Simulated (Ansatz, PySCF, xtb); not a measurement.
Torsion H3–P1–P2–H5 in H4P2 (SMILES PP); at each angle all else is relaxed with GFN2-xTB, and the levels are single points there.
Geometry at 20° (charge 0, multiplicity 1):
```xyz
6

P     -1.049    -0.295    -0.603
P      1.098    -0.191    -0.356
H     -1.352     1.037    -0.324
H     -1.274    -0.691     0.713
H      1.161     0.974     0.406
H      1.295     0.499    -1.549
```
Energies count from the point at 20°.

Correlated levels freeze the cores. CBS: X⁻³ extrapolation of the correlation energy, Hartree–Fock from the larger set. Rows in 6-31G* carry no dispersion term and start afresh at each structure (6-31G* with six Cartesian d functions).

The values were computed with Ansatz (Gaussian orbitals); PySCF for 6-31G* rows; xtb for the GFN methods. Values without a source in brackets are computed.

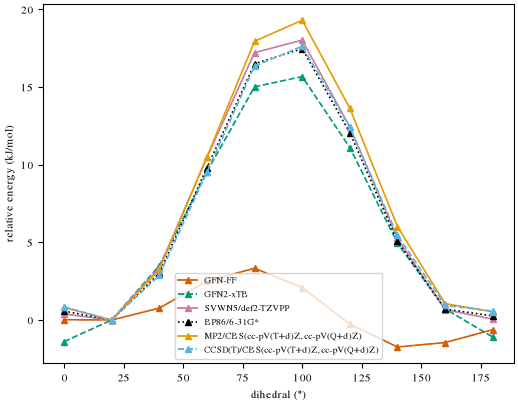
Fig. 1. Relative energy along the coordinate

Task: Read off the GFN-FF curve at dihedral = 140.

Result: about -1.7 kJ/mol

Ansatz is a quantum-chemistry and plane-wave program.
